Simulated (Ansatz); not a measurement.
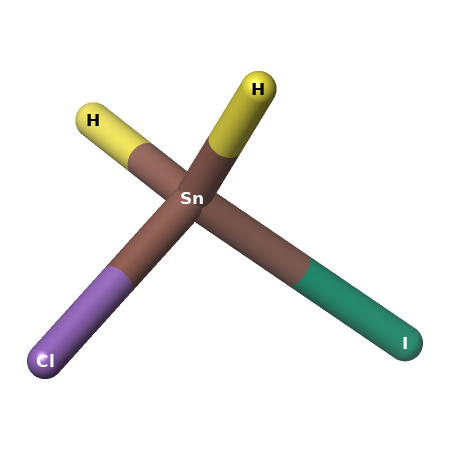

The picture shows a molecular structure as a stick model. Every bond is drawn as one stick, whatever its order.

Describe the molecule.

It has 5 atoms: 1 chlorine, 2 hydrogen, 1 iodine and 1 tin (ClH2ISn). As SMILES it reads `[Cl][SnH2][I]`. The point group is Cs. Coordination: 1 Sn tetrahedral.

More results for the same structure follow; atom numbers are the same in all pictures, views and colours differ. The computed structure is the end point of a PBE0-D4/def2-TZVP optimisation.

**Dipole moment**

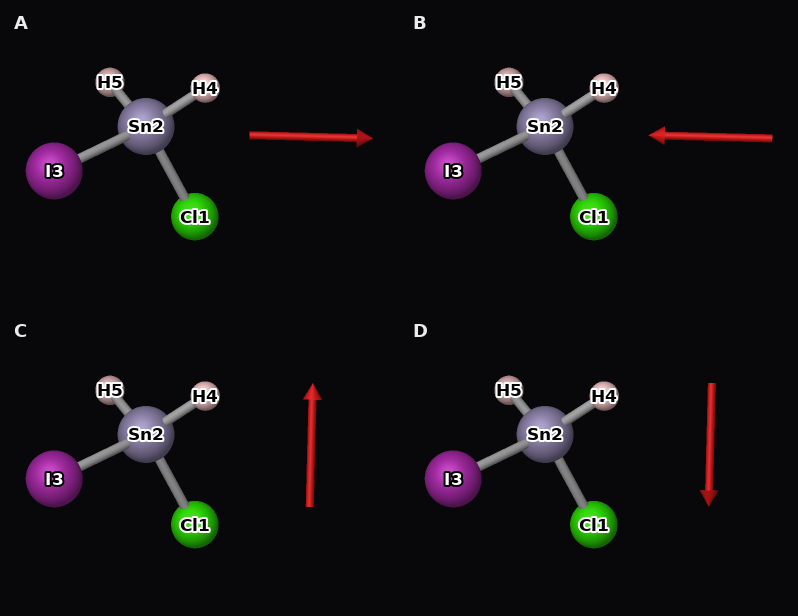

The same molecule four times, each with an arrow. Method: RKS r2SCAN-D4/def2-TZVPP, core potentials on I, Sn (Ansatz 0.2.0).

Which arrow points along the dipole moment, from the negative to the positive end?

Answer. C. The dipole moment is 2.16 D; it points from the side of Cl1 to the side of H4, H5 (the outermost atoms at the two ends).

**Electronic properties**

Properties computed with RKS PBE0-D4/def2-SVP, core potentials on I, Sn (Ansatz 0.2.0).

Give the HOMO–LUMO gap at this level.

Answer. 6.10 eV.

What is the HOMO energy (Kohn–Sham orbital)?

Answer. −7.81 eV.

**Vibrations**

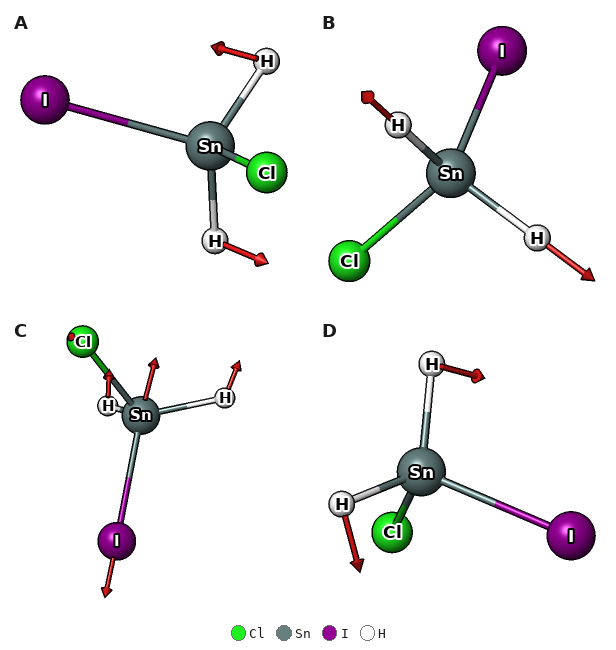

4 normal modes of one molecule or complex, as arrows. Harmonic vibrations computed with RKS PBE0-D4/def2-TZVP, core potentials on I, Sn (Ansatz 0.2.0) at a stationary point of the same level.

Match the panels to the wavenumbers 212 cm⁻¹, 506 cm⁻¹, 675 cm⁻¹, 1971 cm⁻¹.

Answer. A: 506 cm⁻¹, angle bending
B: 1971 cm⁻¹, in-phase stretching of 2 Sn–H bonds
C: 212 cm⁻¹, Sn–I stretching
D: 675 cm⁻¹, H–Sn–H bending
